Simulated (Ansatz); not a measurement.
## NMR shift of metallic Ta from a Zeeman field

Aim: the contact shift that conduction electrons give to the nuclei of Ta, and how far it is converged.

Calculated with Ansatz 0.2.0; DFT, PBE, plane-wave PAW, default files (PAW set soft_2), collinear spin, scalar-relativistic.

## 1. Set-up

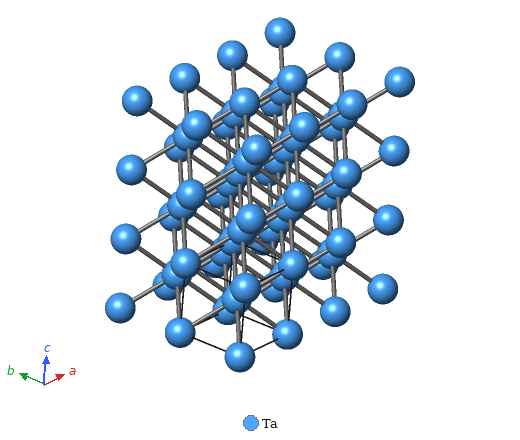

The starting structure, seen from a free direction (tantalum blue). 3×2×3 cells are drawn. This picture shows the conventional cell, with its axes. Some periodic images of atoms are drawn too.

The cell is an entry of the Crystallography Open Database; it need not be the form that is stable at ambient conditions.

## 2. Applying a field to the spins

A field acting on the spins alone polarises the electrons at the Fermi level, and through exchange the cores. The spin density that this leaves at a nucleus gives the contact field (2μ₀/3) μB ρ_s, and its ratio to B is the isotropic contact shift K; the spin-dipolar anisotropy is not included. The field, 300 T, is far above laboratory fields so that the moment stands clear of numerical noise; it splits the spins by 35 meV, against a smearing of 100 meV. The net moment comes from states near the Fermi level, so the mesh must be dense.

input.yaml reads:

```yaml
crystal:
  lattice:
    - [-1.65128, 1.65128, 1.65128]
    - [1.65128, -1.65128, 1.65128]
    - [1.65128, 1.65128, -1.65128]
  atoms:
    - { symbol: Ta, position: [0.0, 0.0, 0.0] }
kpoints:
  mp_grid: { grid: [27, 27, 27] }
scf:
  lower_state_search: "off"
  occupations: { method: fermi_dirac, width: 0.1 }
  convergence: { dr2_threshold: 1.0e-10 }
hamiltonian:
  xc: pbe
output:
  efg: { contact_densities: true, quadrupole_moments_barn: { Ta: 3.17 } }
  forces: true
  dos: { de: 0.02 }
  write_density: true
  write_potential: true
  elf: true
  volumetric_format: npy
magnetization:
  spin_polarized: true
  magnetic_field: 300
```

Launch:

```
ansatz run input.yaml --threads 2 --pin off --max-ram 4096MiB --backend cpu --events-out ev --progress --plain --runs-dir out
```

Numbers of over 12 decimals in the logs are rounded to 6 here.

The log of the run:

```text
[a pick of lines, long numbers rounded; other set-up, energy and force rows are left out]
Functional definition: PBE
Basis set: ecut = 420 eV, 369 PW (Γ), exchange–correlation on 40×40×40 points (8 copies of the dense FFT grid, shifted against one another)
Symmetry: 48 space group operations
k-points: 560 of 19683
SCF iter   1: F=—  HF=-9931.555397 eV  |F-HF|=—  |Δ(HF+E_count)|=         —  Δρ=4.57e-2 (↑3.87e-2 ↓4.57e-2)  dr2=2.38e-1  dr2_m=2.34e-1  M=1.238 μB ∫|m|=1.238 μB  ethr=2.26e-3  ⟨swp⟩=1.0  Hψ=92489  notcnv=0
SCF iter   2: F=—  HF=-9932.201490 eV  |F-HF|=—  |Δ(HF+E_count)|=         —  Δρ=3.43e-2 (↑3.43e-2 ↓2.46e-2)  dr2=2.84e-1  dr2_m=7.77e-2  M=0.545 μB ∫|m|=0.545 μB  β_m=0.30  ethr=1.83e-3  ⟨swp⟩=2.1  Hψ=19267  notcnv=0
preconditioner: auto → none  [metal: Δε(μ)=0.000 eV  Ē_g=10.052 eV  σ=0.100 eV  W_gap=0.00  n_scr=0 (ndim 8)  ℏωp=19.6 eV  f_vac=0.000  D(μ)=1.21/eV (n_scr^D=12)]
SCF iter   3: F=—  HF=-9932.185499 eV  |F-HF|=—  |Δ(HF+E_count)|=   1.60e-2  Δρ=2.35e-2 (↑2.35e-2 ↓1.91e-2)  dr2=8.81e-2  dr2_m=4.93e-2  M=0.469 μB ∫|m|=0.469 μB  β_m=0.30  ethr=1.83e-3  ⟨swp⟩=2.3  Hψ=21245  notcnv=0
SCF iter   4: F=—  HF=-9932.203572 eV  |F-HF|=—  |Δ(HF+E_count)|=   1.81e-2  Δρ=1.50e-2 (↑1.39e-2 ↓1.50e-2)  dr2=4.40e-3  dr2_m=3.15e-2  M=0.402 μB ∫|m|=0.402 μB  β_m=0.30  ethr=6.77e-4  ⟨swp⟩=2.7  Hψ=25126  notcnv=0
SCF iter   5: F=—  HF=-9932.225689 eV  |F-HF|=—  |Δ(HF+E_count)|=   2.21e-2  Δρ=1.14e-2 (↑1.13e-2 ↓1.14e-2)  dr2=2.35e-5  dr2_m=2.13e-2  M=0.345 μB ∫|m|=0.345 μB  β_m=0.30  ethr=3.38e-5  ⟨swp⟩=2.0  Hψ=19001  notcnv=0  defer=5
SCF iter   6: F=—  HF=-9932.239043 eV  |F-HF|=—  |Δ(HF+E_count)|=   1.34e-2  Δρ=9.37e-3 (↑9.37e-3 ↓9.37e-3)  dr2=4.27e-6  dr2_m=1.45e-2  M=0.297 μB ∫|m|=0.297 μB  β_m=0.30  ethr=1.81e-7  ⟨swp⟩=2.5  Hψ=21955  notcnv=0  defer=5
SCF iter   7: F=—  HF=-9932.248269 eV  |F-HF|=—  |Δ(HF+E_count)|=   9.23e-3  Δρ=7.77e-3 (↑7.76e-3 ↓7.77e-3)  dr2=9.86e-7  dr2_m=9.96e-3  M=0.257 μB ∫|m|=0.257 μB  β_m=0.30  ethr=3.28e-8  ⟨swp⟩=3.1  Hψ=24357  notcnv=0  defer=5
SCF iter   8: F=—  HF=-9932.254720 eV  |F-HF|=—  |Δ(HF+E_count)|=   6.45e-3  Δρ=6.49e-3 (↑6.49e-3 ↓6.45e-3)  dr2=2.04e-6  dr2_m=6.90e-3  M=0.223 μB ∫|m|=0.223 μB  β_m=0.30  ethr=7.59e-9  ⟨swp⟩=3.5  Hψ=27657  notcnv=0  defer=5
SCF iter   9: F=—  HF=-9932.259255 eV  |F-HF|=—  |Δ(HF+E_count)|=   4.53e-3  Δρ=5.40e-3 (↑5.40e-3 ↓5.39e-3)  dr2=2.49e-7  dr2_m=4.81e-3  M=0.194 μB ∫|m|=0.194 μB  β_m=0.30  ethr=7.59e-9  ⟨swp⟩=3.8  Hψ=27529  notcnv=0  defer=5
SCF iter  10: F=—  HF=-9932.262454 eV  |F-HF|=—  |Δ(HF+E_count)|=   3.20e-3  Δρ=4.52e-3 (↑4.52e-3 ↓4.50e-3)  dr2=4.10e-7  dr2_m=3.36e-3  M=0.170 μB ∫|m|=0.170 μB  β_m=0.43  ethr=1.92e-9  ⟨swp⟩=3.1  Hψ=28267  notcnv=0  defer=5
SCF iter  11: F=—  HF=-9932.269189 eV  |F-HF|=—  |Δ(HF+E_count)|=   6.74e-3  Δρ=1.61e-3 (↑1.61e-3 ↓1.60e-3)  dr2=4.86e-8  dr2_m=4.25e-4  M=0.088 μB ∫|m|=0.088 μB  β_m=0.76  ethr=1.92e-9  ⟨swp⟩=4.0  Hψ=31663  notcnv=0  defer=5
SCF iter  12: F=—  HF=-9932.270226 eV  |F-HF|=—  |Δ(HF+E_count)|=   1.04e-3  Δρ=7.83e-5 (↑6.68e-5 ↓7.83e-5)  dr2=1.96e-8  dr2_m=8.66e-7  M=0.043 μB ∫|m|=0.043 μB  β_m=0.88  ethr=3.74e-10  ⟨swp⟩=4.0  Hψ=31916  notcnv=0  defer=6
SCF iter  13: F=—  HF=-9932.270067 eV  |F-HF|=—  |Δ(HF+E_count)|=         —  Δρ=6.87e-4 (↑6.83e-4 ↓6.87e-4)  dr2=1.16e-8  dr2_m=7.75e-5  M=0.023 μB ∫|m|=0.023 μB  β_m=0.88  ethr=1.51e-10  ⟨swp⟩=6.8  Hψ=84325  notcnv=0  defer=44
SCF iter  14: F=—  HF=-9932.270183 eV  |F-HF|=—  |Δ(HF+E_count)|=   1.16e-4  Δρ=3.46e-4 (↑3.46e-4 ↓3.45e-4)  dr2=1.95e-9  dr2_m=1.97e-5  M=0.031 μB ∫|m|=0.031 μB  β_m=0.94  ethr=8.94e-11  ⟨swp⟩=3.2  Hψ=38358  notcnv=0  defer=46
SCF iter  15: F=—  HF=-9932.270228 eV  |F-HF|=—  |Δ(HF+E_count)|=   4.55e-5  Δρ=2.55e-5 (↑2.55e-5 ↓2.55e-5)  dr2=6.05e-9  dr2_m=1.06e-7  M=0.040 μB ∫|m|=0.040 μB  β_m=0.97  ethr=1.50e-11  ⟨swp⟩=4.0  Hψ=31154  notcnv=0  defer=46
SCF iter  16: F=—  HF=-9932.270228 eV  |F-HF|=—  |Δ(HF+E_count)|=   3.52e-7  Δρ=4.26e-6 (↑4.26e-6 ↓2.95e-6)  dr2=6.45e-9  dr2_m=9.19e-10  M=0.041 μB ∫|m|=0.041 μB  β_m=0.87  ethr=1.50e-11  ⟨swp⟩=3.3  Hψ=26077  notcnv=0  defer=46
SCF iter  17: F=—  HF=-9932.270228 eV  |F-HF|=—  |Δ(HF+E_count)|=   1.07e-9  Δρ=1.47e-6 (↑1.04e-6 ↓1.47e-6)  dr2=1.53e-10  dr2_m=2.35e-10  M=0.041 μB ∫|m|=0.041 μB  β_m=0.93  ethr=1.50e-11  ⟨swp⟩=2.0  Hψ=20282  notcnv=0  defer=46
SCF iter  18: F=-9932.270228 eV  HF=-9932.270228 eV  |F-HF|=2.73e-11  |Δ(HF+E_count)|=  7.44e-10  Δρ=2.83e-7 (↑2.54e-7 ↓2.83e-7)  dr2=1.03e-12  dr2_m=1.17e-11  M=0.041 μB ∫|m|=0.041 μB  β_m=0.96  ethr=1.00e-12  ⟨swp⟩=7.6  Hψ=58762  notcnv=0
SCF iter  19: F=-9932.270228 eV  HF=-9932.270228 eV  |F-HF|=9.09e-12  |Δ(HF+E_count)|=  3.64e-11  Δρ=2.58e-8 (↑2.32e-8 ↓2.58e-8)  dr2=1.26e-15  dr2_m=9.89e-14  M=0.041 μB ∫|m|=0.041 μB  ethr=1.00e-12  ⟨swp⟩=3.6  Hψ=48830  notcnv=0
SCF converged after 19 iterations
Magnetization: 0.0412 μB (6.5206 up, 6.4794 down)
Absolute magnetization: 0.0412 μB (∫|ρ↑−ρ↓|, with the PAW one-centre terms)
Per-site moments (μB) at R_I (Å): [(0.025783, 1.179792)]
Free energy (F): -9932.270228 eV
Fermi energy:    18.654858 eV
--- Forces (eV/Å), atoms counted from 1 ---
--- PAW observables at the nuclei: V_zz in 10²¹ V/m², potentials from the cell's mean, atoms counted from 1 ---
  atom   1  Ta V_zz =    -0.000000   η = 0.0000   by run symmetry: forbidden   C_q = -0.0000 MHz
            electrostatic potential = -14501.672751 V   contact ρ = 8154558.163209 e/Å³   contact ρ_s (e/Å³): all electrons +0.062575, valence +0.066312
--- Band table (eV; the first three rows and the last of 1120) ---
  k-point 0 ↑: bands = ["-48.4513", "-14.4024", "-14.4024", "-14.4024", "10.7102", "19.3455", "19.3455", "19.3455", "22.6279", "22.6279", "33.2297", "33.2297"]
  k-point 1 ↑: bands = ["-48.4498", "-14.4197", "-14.4077", "-14.4025", "10.7717", "19.3048", "19.3350", "19.4059", "22.5576", "22.6276", "33.2866", "33.3361"]
  k-point 2 ↑: bands = ["-48.4452", "-14.4703", "-14.4234", "-14.4027", "10.9534", "19.1872", "19.2967", "19.5860", "22.3773", "22.6286", "33.4465", "33.6503"]
  k-point 559 ↓: bands = ["-48.2039", "-15.1737", "-15.1706", "-15.1706", "14.8824", "14.8900", "25.2684", "25.2684", "25.4823", "27.1764", "27.5661", "27.5661"]
```

Run time: 32 s. Hardware: 2 threads of Arm Neoverse N1, shared host; peak memory 0.52 GiB.

The moment is 0.0412 μB a cell, a spin susceptibility of 76.6 × 10⁻⁶ emu per mole of atoms. With 7.769 T for 1 e/Å³:

| site | nucleus | contact shift (ppm) | from valence states | rest (mostly cores) |
| --- | --- | --- | --- | --- |
| Ta | 181Ta | 1620 | 1720 | -97 |

The split depends on the files: semicore shells that they treat as valence count in the first part.

## 3. Is the response linear?

The shift is a ratio that holds only while the moment grows in step with the field, so the field is doubled.

Edit input.yaml of step 2 so:

```diff
@@ -18,9 +18,4 @@
   forces: true
-  dos: { de: 0.02 }
-  write_density: true
-  write_potential: true
-  elf: true
-  volumetric_format: npy
 magnetization:
   spin_polarized: true
-  magnetic_field: 300
+  magnetic_field: 600
```

The log of the run:

```text
[a pick of lines, long numbers rounded; other set-up, energy and force rows are left out]
[...]
Basis set: ecut = 420 eV, 369 PW (Γ), exchange–correlation on 40×40×40 points (8 copies of the dense FFT grid, shifted against one another)
[... 1 set-up line as in the run before ...]
k-points: 560 of 19683
[...]
SCF converged after 16 iterations
Magnetization: 0.0824 μB (6.5412 up, 6.4588 down)
Absolute magnetization: 0.0824 μB (∫|ρ↑−ρ↓|, with the PAW one-centre terms)
Per-site moments (μB) at R_I (Å): [(0.051603, 1.179792)]
Free energy (F): -9932.271301 eV
Fermi energy:    18.656512 eV
--- Forces (eV/Å), atoms counted from 1 ---
[...]
atom   1  Ta V_zz =    -0.000000   η = 0.0000   by run symmetry: forbidden   C_q = -0.0000 MHz
[...]
```

Wall time 22 s (2 threads); peak memory 0.5 GiB; 39 s of CPU time.

The moment goes from 0.0412 to 0.0824 μB, a factor of 2.00, and the shift of Ta from 1620 to 1630 ppm. The response is linear on all sites, to 3 % of the larger of shift and valence part or 3 ppm; the largest move is +14 ppm, on Ta.

## 4. How settled the numbers are

Each row names what differs in the settings from the first run, the PAW files staying the same unless named (PBE, default files (PAW set soft_2), mesh 27×27×27, fermi dirac smearing of 0.1 eV, cutoff 420 eV, 300 T). Shifts in ppm; times on 2 threads of Arm Neoverse N1, shared host.

| run | time | χ_s (10⁻⁶ emu/mol) | Ta |
| --- | --- | --- | --- |
| first run | 32 s | 76.6 | 1620 |
| 2000 T | 21 s | 75.9 | 1740 |
| volume × 1.040 | 27 s | 83.2 | 1140 |
| fermi dirac 0.15 eV | 27 s | 75.3 | 1720 |
| mesh 14×14×14 | 7.1 s | 60.4 | 947 |

## 5. Results

| Property | Result |
| --- | --- |
| 181Ta contact shift | 1620 ppm |
| spin susceptibility | 76.6 × 10⁻⁶ emu per mole of atoms |

The spin part of the Knight shift is 1620 ppm on Ta in the first run. Widening the smearing to 0.15 eV changes the shift of Ta by +6 %. No row of the table has a finer mesh on this cell, so the value may still hold a sampling error; the coarser mesh 14×14×14 differs by -42 % on Ta. Over the rows of this table on the first cell the shift spans 947 to 1740 ppm on Ta. 2 further runs of this session (failed, refused or on trial settings) are not shown. The orbital shift is left out; on d- and f-block metals such as Ta it can be large. Spin-orbit coupling is missing.

[Logs are printed without paths, hosts, clocks, repeated set-up lines and the standing remarks that a program may print on its own settings, such as how far it seeks lower states.]

[Hosts, paths, dates, database ids (printed as entryN), source tags and the programs' standing remarks are cut or masked in the printed files.]
